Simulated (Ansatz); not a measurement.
# Zr(0001) with 2 thermally displaced layers, 2x2: scattering by thermal displacements, part 2 of 2

Aim: the resistivity of Zr at 500 K from frozen thermal displacements between perfect leads.

Ansatz 0.2.0; Ansatz plane-wave DFT, PBE, PAW files; ballistic transport by layer matching (Landauer), zero bias; PAW set soft_1.

So far, open channels per spin nearest the Fermi level: step 2 (with 2 displaced layers) 2.62.

## Step 3: With 6 displaced layers

Each atom of 6 layers is moved at random, by amounts drawn from a normal law 0.0975 Å wide in each direction from the Debye model (291 K) at 500 K. A fresh draw is used; the growth of the resistance with length is what counts.

System of this step: Zr(0001) with 6 thermally displaced layers, 2x2. The cell holds 64 atoms: 64 Zr. Its edges and angles: a = 6.464 Å, b = 6.464 Å, c = 41.176 Å, α = 90.0°, β = 90.0°, γ = 120.0°. It derives from Zr. Regions: lead, 40 atoms (40 Zr); scattering region, 24 atoms (24 Zr). The structure is stacked along c, and the current runs across the ab planes.

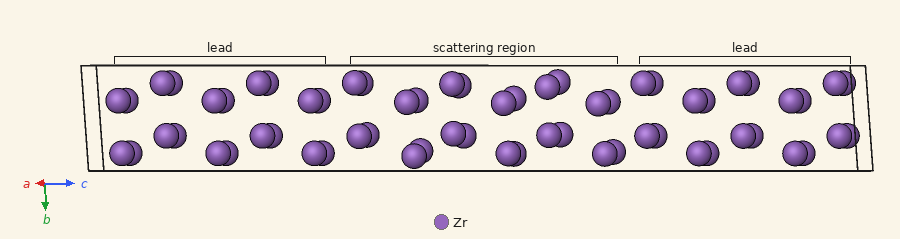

The cell of this step (zirconium purple).

input.yaml

```yaml
crystal:
  lattice:
    - [6.464, 0.0, 0.0]
    - [-3.232, 5.5979882101, 0.0]
    - [0.0, 0.0, 41.176]
  atoms:
    - { symbol: Zr, position: [0.1666666667, 0.3333333333, 0.03125] }
    - { symbol: Zr, position: [0.1666666667, 0.8333333333, 0.03125] }
    - { symbol: Zr, position: [0.6666666667, 0.3333333333, 0.03125] }
    - { symbol: Zr, position: [0.6666666667, 0.8333333333, 0.03125] }
    - { symbol: Zr, position: [0.3333333333, 0.1666666667, 0.09375] }
    - { symbol: Zr, position: [0.3333333333, 0.6666666667, 0.09375] }
    - { symbol: Zr, position: [0.8333333333, 0.1666666667, 0.09375] }
    - { symbol: Zr, position: [0.8333333333, 0.6666666667, 0.09375] }
    - { symbol: Zr, position: [0.1666666667, 0.3333333333, 0.15625] }
    - { symbol: Zr, position: [0.1666666667, 0.8333333333, 0.15625] }
    - { symbol: Zr, position: [0.6666666667, 0.3333333333, 0.15625] }
    - { symbol: Zr, position: [0.6666666667, 0.8333333333, 0.15625] }
    - { symbol: Zr, position: [0.3333333333, 0.1666666667, 0.21875] }
    - { symbol: Zr, position: [0.3333333333, 0.6666666667, 0.21875] }
    - { symbol: Zr, position: [0.8333333333, 0.1666666667, 0.21875] }
    - { symbol: Zr, position: [0.8333333333, 0.6666666667, 0.21875] }
    - { symbol: Zr, position: [0.1666666667, 0.3333333333, 0.28125] }
    - { symbol: Zr, position: [0.1666666667, 0.8333333333, 0.28125] }
    - { symbol: Zr, position: [0.6666666667, 0.3333333333, 0.28125] }
    - { symbol: Zr, position: [0.6666666667, 0.8333333333, 0.28125] }
    - { symbol: Zr, position: [0.3477805541, 0.1683041881, 0.3419893595] }
    - { symbol: Zr, position: [0.3154431302, 0.658693924, 0.3442714322] }
    - { symbol: Zr, position: [0.8162819492, 0.1630232126, 0.3433729478] }
    - { symbol: Zr, position: [0.8433612406, 0.6704056341, 0.344591539] }
    - { symbol: Zr, position: [0.155675127, 0.331075702, 0.4081064901] }
    - { symbol: Zr, position: [0.1782291309, 0.8114027257, 0.4098350413] }
    - { symbol: Zr, position: [0.6937731243, 0.346942342, 0.4068762431] }
    - { symbol: Zr, position: [0.6746292961, 0.858729374, 0.4108919821] }
    - { symbol: Zr, position: [0.3719635676, 0.1895733573, 0.4695962933] }
    - { symbol: Zr, position: [0.3150675738, 0.6665890839, 0.4703045629] }
    - { symbol: Zr, position: [0.8173401035, 0.1735489668, 0.469767937] }
    - { symbol: Zr, position: [0.8335202598, 0.6460415079, 0.4671830578] }
    - { symbol: Zr, position: [0.1498953286, 0.312957534, 0.5353689033] }
    - { symbol: Zr, position: [0.1620510893, 0.8390633797, 0.5306376883] }
    - { symbol: Zr, position: [0.7020518065, 0.3563315951, 0.5327498082] }
    - { symbol: Zr, position: [0.6338807902, 0.8342395824, 0.5328690004] }
    - { symbol: Zr, position: [0.3430962604, 0.1559038616, 0.5980646069] }
    - { symbol: Zr, position: [0.3076538975, 0.6551440643, 0.5959642415] }
    - { symbol: Zr, position: [0.8515123005, 0.2015446654, 0.5941964221] }
    - { symbol: Zr, position: [0.820493641, 0.6600902043, 0.5911661157] }
    - { symbol: Zr, position: [0.1528837144, 0.3443139429, 0.6576262274] }
    - { symbol: Zr, position: [0.179622608, 0.8201894873, 0.6602498843] }
    - { symbol: Zr, position: [0.6760431958, 0.360756632, 0.6552251432] }
    - { symbol: Zr, position: [0.6577476178, 0.8376841354, 0.6586925285] }
    - { symbol: Zr, position: [0.3333333333, 0.1666666667, 0.71875] }
    - { symbol: Zr, position: [0.3333333333, 0.6666666667, 0.71875] }
    - { symbol: Zr, position: [0.8333333333, 0.1666666667, 0.71875] }
    - { symbol: Zr, position: [0.8333333333, 0.6666666667, 0.71875] }
    - { symbol: Zr, position: [0.1666666667, 0.3333333333, 0.78125] }
    - { symbol: Zr, position: [0.1666666667, 0.8333333333, 0.78125] }
    - { symbol: Zr, position: [0.6666666667, 0.3333333333, 0.78125] }
    - { symbol: Zr, position: [0.6666666667, 0.8333333333, 0.78125] }
    - { symbol: Zr, position: [0.3333333333, 0.1666666667, 0.84375] }
    - { symbol: Zr, position: [0.3333333333, 0.6666666667, 0.84375] }
    - { symbol: Zr, position: [0.8333333333, 0.1666666667, 0.84375] }
    - { symbol: Zr, position: [0.8333333333, 0.6666666667, 0.84375] }
    - { symbol: Zr, position: [0.1666666667, 0.3333333333, 0.90625] }
    - { symbol: Zr, position: [0.1666666667, 0.8333333333, 0.90625] }
    - { symbol: Zr, position: [0.6666666667, 0.3333333333, 0.90625] }
    - { symbol: Zr, position: [0.6666666667, 0.8333333333, 0.90625] }
    - { symbol: Zr, position: [0.3333333333, 0.1666666667, 0.96875] }
    - { symbol: Zr, position: [0.3333333333, 0.6666666667, 0.96875] }
    - { symbol: Zr, position: [0.8333333333, 0.1666666667, 0.96875] }
    - { symbol: Zr, position: [0.8333333333, 0.6666666667, 0.96875] }
kpoints:
  mp_grid: { grid: [4, 4, 1] }
hamiltonian:
  xc: pbe
  pseudopotentials: { kind: paw, azcp: { folder: soft_1 } }
scf:
  occupations: { method: fermi_dirac, width: 0.1 }
output:
  transmission: { leads: [[0, 8]], kmesh: [8, 8], e_range: [-0.05, 0.05], de: 0.05 }
  write_potential: true
  write_density: true
  volumetric_format: npy
```

Command:

```bash
$ ansatz run input.yaml --threads 4 --pin off --max-ram 15360MiB --backend cpu --events-out ev --progress --plain --runs-dir out
```

Numbers of over 12 decimals in the logs are rounded to 6 here.

What it wrote:

```text
[...]
Crystal: 64 atoms, lattice volume = 1489.970 Å³
Basis set: ecut = 420 eV, 29117 PW (Γ)
Bands: 461, of which v1, the nominal top of the filled ones, is band 384 counted from 1 (383 counted from 0)
Symmetry: 1 space group operations
[...]
k-points: 10 of 16 (time reversal used)
[...]
SCF iter   1: F=—  HF=-267772.711018 eV  |F-HF|=—  |Δ(HF+E_count)|=         —  Δρ=2.98e-2  dr2=5.20e1  ethr=3.10e-3  ⟨swp⟩=6.0  Hψ=18153  notcnv=0
[...]
SCF iter  11: F=-267766.271992 eV  HF=-267766.271992 eV  |F-HF|=1.52e-8  |Δ(HF+E_count)|=   1.54e-8  Δρ=4.44e-7  dr2=1.79e-8  ethr=1.30e-11  ⟨swp⟩=8.1  Hψ=11820  notcnv=0
SCF 1 converged in 11 iterations: F = -267766.271992 eV  dr2 = 1.79e-8
[...]
transmission: 224 of 2210 steps passed
transmission: 444 of 2210 steps passed
[...]
transmission: 2210 of 2210 steps passed
SCF converged after 11 iterations
Free energy (F): -267766.271992 eV
[...]
Internal energy: -267763.949351 eV  (E = F + TS)
E sigma→0 (E₀):  -267765.110672 eV
Entropy (-TS):   -2.322642 eV (-36.291 meV/atom)
Fermi energy:    13.936631 eV
[...]
--- Band table (eV; the first three rows and the last of 10) ---
  k-point 0: bands = [... 380 lower, 14.5353, 14.5444, 14.5629, 14.5719, 14.5869, 14.5933, 14.5998, 14.6119, ... 73 higher]
  k-point 1: bands = [... 380 lower, 14.1022, 14.1305, 14.1422, 14.1538, 14.1692, 14.2014, 14.2175, 14.2267, ... 73 higher]
  k-point 2: bands = [... 380 lower, 13.6113, 13.6338, 13.6528, 13.6755, 13.7558, 13.7895, 13.8049, 13.8228, ... 73 higher]
  k-point 9: bands = [... 380 lower, 13.6050, 13.6306, 13.7006, 13.7119, 13.7559, 13.7844, 13.7903, 13.8016, ... 73 higher]
--- Transmission ---
  basis      : 313 plane waves across, 65 finite elements along
  points     : 34, standing for a mesh of 8 x 8
[...]
channels       : 2.625000e0 a spin
[...]
slowest decay  : 0.0503 /Å at (0.0000, 0.0000)
  junction   : crystal 0 to crystal 0, 0.70 to 36.73 Å
    transmission   : 1.452532e0 a spin
[...]
```

Run time: 21 min. Hardware: 4 threads of Arm Neoverse V1, shared host; peak memory 12 GiB.

Numbers from this step:

```yaml
free_energy: -267766.2720 eV
energy_at_zero_smearing: -267765.1107 eV
fermi_energy: 13.94 eV
transmission_per_spin_nearest_the_fermi_level: 1.453
step_of_the_lead_s_potential: 9.2 meV
```

Per spin. The transmission, zone mean by energy, zero at the Fermi level:

```tsv
energy (eV)	transmission, zone mean
-0.0500	1.58
0.0000	1.45
0.0500	1.51
```

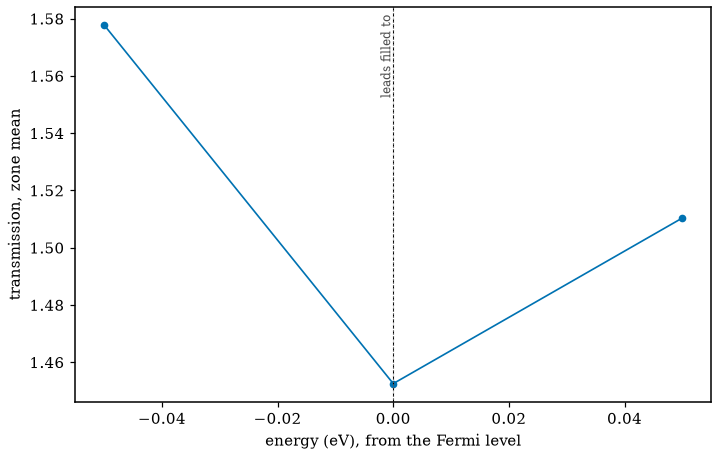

Transmission, zone mean, plotted against energy.

Over the solved energies the transmission per spin lies between 1.45 and 1.58, out of 2.76 channels of the lead on average (up to 2.84).

## Step 4: With 10 displaced layers

Each atom of 10 layers is moved at random, by amounts drawn from a normal law 0.0975 Å wide in each direction from the Debye model (291 K) at 500 K. A fresh draw is used; the growth of the resistance with length is what counts.

System of this step: Zr(0001) with 10 thermally displaced layers, 2x2. The cell holds 80 atoms: 80 Zr. Cell: a = 6.464 Å, b = 6.464 Å, c = 51.470 Å, α = 90.0°, β = 90.0°, γ = 120.0°. It derives from Zr. Regions: lead, 40 atoms (40 Zr); scattering region, 40 atoms (40 Zr). The structure is stacked along c, and the current runs across the ab planes.

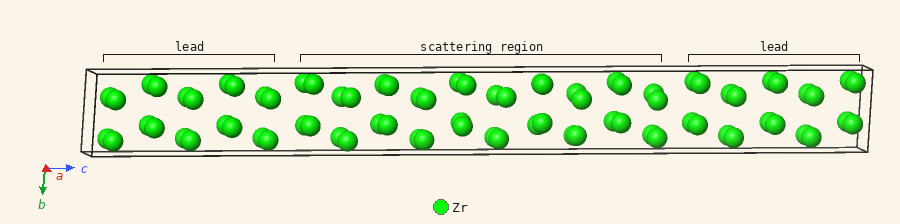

The cell of this step (zirconium green).

input.yaml

```yaml
crystal:
  lattice:
    - [6.464, 0.0, 0.0]
    - [-3.232, 5.5979882101, 0.0]
    - [0.0, 0.0, 51.47]
  atoms:
    - { symbol: Zr, position: [0.1666666667, 0.3333333333, 0.025] }
    - { symbol: Zr, position: [0.1666666667, 0.8333333333, 0.025] }
    - { symbol: Zr, position: [0.6666666667, 0.3333333333, 0.025] }
    - { symbol: Zr, position: [0.6666666667, 0.8333333333, 0.025] }
    - { symbol: Zr, position: [0.3333333333, 0.1666666667, 0.075] }
    - { symbol: Zr, position: [0.3333333333, 0.6666666667, 0.075] }
    - { symbol: Zr, position: [0.8333333333, 0.1666666667, 0.075] }
    - { symbol: Zr, position: [0.8333333333, 0.6666666667, 0.075] }
    - { symbol: Zr, position: [0.1666666667, 0.3333333333, 0.125] }
    - { symbol: Zr, position: [0.1666666667, 0.8333333333, 0.125] }
    - { symbol: Zr, position: [0.6666666667, 0.3333333333, 0.125] }
    - { symbol: Zr, position: [0.6666666667, 0.8333333333, 0.125] }
    - { symbol: Zr, position: [0.3333333333, 0.1666666667, 0.175] }
    - { symbol: Zr, position: [0.3333333333, 0.6666666667, 0.175] }
    - { symbol: Zr, position: [0.8333333333, 0.1666666667, 0.175] }
    - { symbol: Zr, position: [0.8333333333, 0.6666666667, 0.175] }
    - { symbol: Zr, position: [0.1666666667, 0.3333333333, 0.225] }
    - { symbol: Zr, position: [0.1666666667, 0.8333333333, 0.225] }
    - { symbol: Zr, position: [0.6666666667, 0.3333333333, 0.225] }
    - { symbol: Zr, position: [0.6666666667, 0.8333333333, 0.225] }
    - { symbol: Zr, position: [0.3306626757, 0.1564678307, 0.2724591439] }
    - { symbol: Zr, position: [0.316569908, 0.6754224781, 0.2768749489] }
    - { symbol: Zr, position: [0.8214982892, 0.1479532053, 0.2766539233] }
    - { symbol: Zr, position: [0.8078089722, 0.654246331, 0.2761764791] }
    - { symbol: Zr, position: [0.1360891767, 0.3400631816, 0.3238981181] }
    - { symbol: Zr, position: [0.1676558133, 0.8320147519, 0.325382893] }
    - { symbol: Zr, position: [0.6705332488, 0.320123926, 0.3276919608] }
    - { symbol: Zr, position: [0.6849676161, 0.8480296057, 0.3272067613] }
    - { symbol: Zr, position: [0.3525649134, 0.181368966, 0.3751432073] }
    - { symbol: Zr, position: [0.3106349433, 0.6643144292, 0.3735422031] }
    - { symbol: Zr, position: [0.8141227705, 0.1711684393, 0.3739229189] }
    - { symbol: Zr, position: [0.8087155943, 0.6484995047, 0.3755084992] }
    - { symbol: Zr, position: [0.1835944684, 0.356368112, 0.4249736395] }
    - { symbol: Zr, position: [0.1945948105, 0.8577582095, 0.4271789162] }
    - { symbol: Zr, position: [0.6416877783, 0.3547347456, 0.4256433887] }
    - { symbol: Zr, position: [0.6762921254, 0.8397994327, 0.4257251093] }
    - { symbol: Zr, position: [0.3350257547, 0.1604150565, 0.471397472] }
    - { symbol: Zr, position: [0.3246906356, 0.652667135, 0.4770463014] }
    - { symbol: Zr, position: [0.8297044081, 0.168120654, 0.4733904751] }
    - { symbol: Zr, position: [0.8255303701, 0.6664657819, 0.4721860505] }
    - { symbol: Zr, position: [0.1702785807, 0.3314857496, 0.5227537287] }
    - { symbol: Zr, position: [0.1349585656, 0.8422697586, 0.5244362458] }
    - { symbol: Zr, position: [0.6566150274, 0.3292199537, 0.528441199] }
    - { symbol: Zr, position: [0.6666698146, 0.8348420817, 0.5221828343] }
    - { symbol: Zr, position: [0.3661732135, 0.1826476211, 0.5770212408] }
    - { symbol: Zr, position: [0.3420356769, 0.6826331084, 0.5757027354] }
    - { symbol: Zr, position: [0.8412575666, 0.164015745, 0.5722078123] }
    - { symbol: Zr, position: [0.8320014393, 0.6329632259, 0.5745454551] }
    - { symbol: Zr, position: [0.1544991792, 0.3151686263, 0.6261615231] }
    - { symbol: Zr, position: [0.1598400574, 0.82572389, 0.6259848073] }
    - { symbol: Zr, position: [0.6715744156, 0.3575268118, 0.6256658095] }
    - { symbol: Zr, position: [0.6425787958, 0.7994678107, 0.6225225441] }
    - { symbol: Zr, position: [0.3492869945, 0.1657852369, 0.6744636374] }
    - { symbol: Zr, position: [0.3469503826, 0.6443252741, 0.6738905083] }
    - { symbol: Zr, position: [0.8313110099, 0.1768795845, 0.6737429744] }
    - { symbol: Zr, position: [0.8101008121, 0.6387079142, 0.6763817064] }
    - { symbol: Zr, position: [0.1746781293, 0.3250357259, 0.7253094372] }
    - { symbol: Zr, position: [0.1430585955, 0.8251152153, 0.7276104411] }
    - { symbol: Zr, position: [0.6888352495, 0.3735756192, 0.723508713] }
    - { symbol: Zr, position: [0.673717332, 0.8299279811, 0.7260719062] }
    - { symbol: Zr, position: [0.3333333333, 0.1666666667, 0.775] }
    - { symbol: Zr, position: [0.3333333333, 0.6666666667, 0.775] }
    - { symbol: Zr, position: [0.8333333333, 0.1666666667, 0.775] }
    - { symbol: Zr, position: [0.8333333333, 0.6666666667, 0.775] }
    - { symbol: Zr, position: [0.1666666667, 0.3333333333, 0.825] }
    - { symbol: Zr, position: [0.1666666667, 0.8333333333, 0.825] }
    - { symbol: Zr, position: [0.6666666667, 0.3333333333, 0.825] }
    - { symbol: Zr, position: [0.6666666667, 0.8333333333, 0.825] }
    - { symbol: Zr, position: [0.3333333333, 0.1666666667, 0.875] }
    - { symbol: Zr, position: [0.3333333333, 0.6666666667, 0.875] }
    - { symbol: Zr, position: [0.8333333333, 0.1666666667, 0.875] }
    - { symbol: Zr, position: [0.8333333333, 0.6666666667, 0.875] }
    - { symbol: Zr, position: [0.1666666667, 0.3333333333, 0.925] }
    - { symbol: Zr, position: [0.1666666667, 0.8333333333, 0.925] }
    - { symbol: Zr, position: [0.6666666667, 0.3333333333, 0.925] }
    - { symbol: Zr, position: [0.6666666667, 0.8333333333, 0.925] }
    - { symbol: Zr, position: [0.3333333333, 0.1666666667, 0.975] }
    - { symbol: Zr, position: [0.3333333333, 0.6666666667, 0.975] }
    - { symbol: Zr, position: [0.8333333333, 0.1666666667, 0.975] }
    - { symbol: Zr, position: [0.8333333333, 0.6666666667, 0.975] }
kpoints:
  mp_grid: { grid: [4, 4, 1] }
hamiltonian:
  xc: pbe
  pseudopotentials: { kind: paw, azcp: { folder: soft_1 } }
scf:
  occupations: { method: fermi_dirac, width: 0.1 }
output:
  transmission: { leads: [[0, 8]], kmesh: [8, 8], e_range: [-0.05, 0.05], de: 0.05 }
  write_potential: true
  write_density: true
  volumetric_format: npy
```

What it wrote:

```text
[...]
Crystal: 80 atoms, lattice volume = 1862.462 Å³
Basis set: ecut = 420 eV, 36449 PW (Γ)
Bands: 576, of which v1, the nominal top of the filled ones, is band 480 counted from 1 (479 counted from 0)
Symmetry: 1 space group operations
[...]
k-points: 10 of 16 (time reversal used)
[...]
SCF iter   1: F=—  HF=-334715.392434 eV  |F-HF|=—  |Δ(HF+E_count)|=         —  Δρ=3.02e-2  dr2=8.72e1  ethr=3.10e-3  ⟨swp⟩=6.1  Hψ=22890  notcnv=0
[...]
SCF iter  11: F=-334706.927300 eV  HF=-334706.927300 eV  |F-HF|=4.57e-8  |Δ(HF+E_count)|=   8.44e-9  Δρ=6.14e-7  dr2=4.99e-8  ethr=1.04e-11  ⟨swp⟩=9.4  Hψ=13901  notcnv=0
SCF 1 converged in 11 iterations: F = -334706.927300 eV  dr2 = 4.99e-8
[...]
transmission: 282 of 2788 steps passed
transmission: 558 of 2788 steps passed
[...]
transmission: 2788 of 2788 steps passed
SCF converged after 11 iterations
Free energy (F): -334706.927300 eV
[...]
Internal energy: -334704.016824 eV  (E = F + TS)
E sigma→0 (E₀):  -334705.472062 eV
Entropy (-TS):   -2.910475 eV (-36.381 meV/atom)
Fermi energy:    13.923499 eV
[...]
--- Band table (eV; the first three rows and the last of 10) ---
  k-point 0: bands = [... 476 lower, 14.5307, 14.5490, 14.5609, 14.5671, 14.5754, 14.5820, 14.5891, 14.6036, ... 92 higher]
  k-point 1: bands = [... 476 lower, 14.1222, 14.1414, 14.1525, 14.1645, 14.1777, 14.1871, 14.2001, 14.2078, ... 92 higher]
  k-point 2: bands = [... 476 lower, 13.6299, 13.6428, 13.6737, 13.7003, 13.7219, 13.7286, 13.7532, 13.7713, ... 92 higher]
  k-point 9: bands = [... 476 lower, 13.6490, 13.6749, 13.6850, 13.7164, 13.7219, 13.7710, 13.7909, 13.8086, ... 92 higher]
--- Transmission ---
  basis      : 313 plane waves across, 82 finite elements along
  points     : 34, standing for a mesh of 8 x 8
[...]
channels       : 2.625000e0 a spin
[...]
slowest decay  : 0.0515 /Å at (0.0000, 0.0000)
  junction   : crystal 0 to crystal 0, 0.70 to 47.02 Å
    transmission   : 1.209328e0 a spin
[...]
```

It took 29 min on 4 threads; peak memory 8.7 GiB.

This step gave:

```
free energy                                   : -334706.9273 eV
energy at zero smearing                       : -334705.4721 eV
Fermi energy                                  : 13.92 eV
transmission per spin nearest the Fermi level : 1.209
step of the lead's potential                  : 16.6 meV
```

Per spin. Transmission, zone mean against energy, zero at the Fermi level:

```tsv
energy (eV)	transmission, zone mean
-0.0500	1.25
0.0000	1.21
0.0500	1.17
```

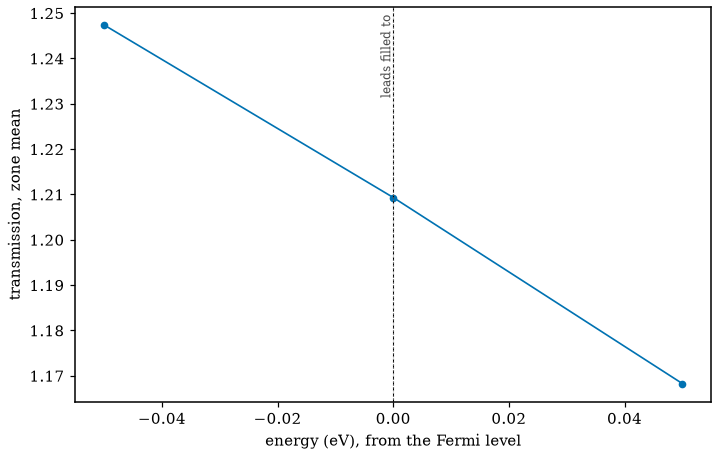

Transmission, zone mean against energy.

Over the solved energies the transmission per spin lies between 1.17 and 1.25, out of 2.76 channels of the lead on average (up to 2.84).

## Step 5: The fit

This step: Ansatz plane-wave DFT, PBE, PAW files; ballistic transport by layer matching (Landauer), zero bias; resistivity from the slope of the area resistance; PAW set soft_1 (Ansatz 0.2.0).

This step gave:

| Item | Value |
| --- | --- |
| resistivity | 81.69 µΩ cm |
| intercept | 0.09132 fΩ m² |
| scatter about the fit | 0.02898 fΩ m² |

Resistance, by row:

```tsv
run	length (Å)	T	channels N	RA (fΩ m²)
n2	5.147	2.139	2.76	0.4913
n6	15.44	1.514	2.76	1.394
n10	25.73	1.208	2.76	2.173
```

Table of area resistance by length of the displaced region:

```tsv
length of the displaced region (Å)	area resistance (fΩ m²)
5.15	0.491
15.44	1.39
25.73	2.17
```

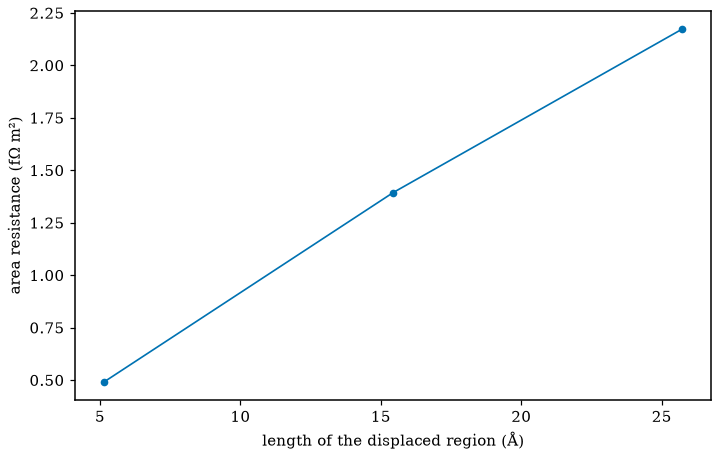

Area resistance, plotted against length of the displaced region.

The area resistance goes from 0.49 to 2.2 fΩ m² between 5.1 and 25.7 Å, a slope of 82 µΩ cm.

By hand from the end points: (2.173 − 0.4913) fΩ m² / (25.73 − 5.15) Å = 82 µΩ cm, since 1 fΩ m² per Å is 1000 µΩ cm.

## Step 6: What came out

```
resistivity from the slope  : 81.7 µΩ cm
area resistance over 5.15 Å : 0.491 fΩ m²
area resistance over 15.4 Å : 1.39 fΩ m²
area resistance over 25.7 Å : 2.17 fΩ m²
```

**Reading.** The slope gives 82 µΩ cm. The points scatter by 0.029 fΩ m² about the line, with one random draw a length in a 2x2 cell, so the slope is a rough value. The mean square of the displacements drawn is 0.73, 0.99 and 0.93 of the nominal one at the three lengths; with each resistance scaled back by that, the slope is 82 µΩ cm, the value used below. The current runs along the hexagonal axis, while the measured value below is not for that direction. Read with a model of isotropic scattering on a spherical Fermi surface and the lead's 0.59×10¹⁵ S/m², this slope means a mean free path near 16 Å; over these lengths the model's slope is within 3 % of its bulk resistivity. Uncorrelated displacements put too much weight on short waves, which scatter strongly; with the sideways repeat of a small cell, one draw and three short lengths, the method is good to a factor of two or three. The measured value is 76.5 µΩ cm (CRC Handbook of Chemistry and Physics, 84th ed., 2003, Electrical Resistivity of Pure Metals); the scaled slope is 1.1 times that: fair for so small a cell.

[Logs are printed without paths, hosts, clocks, repeated set-up lines and the standing remarks that a program may print on its own settings, such as how far it seeks lower states.]

[Hosts, paths, dates, database ids (printed as entryN), source tags and the programs' standing remarks are cut or masked in the printed files.]
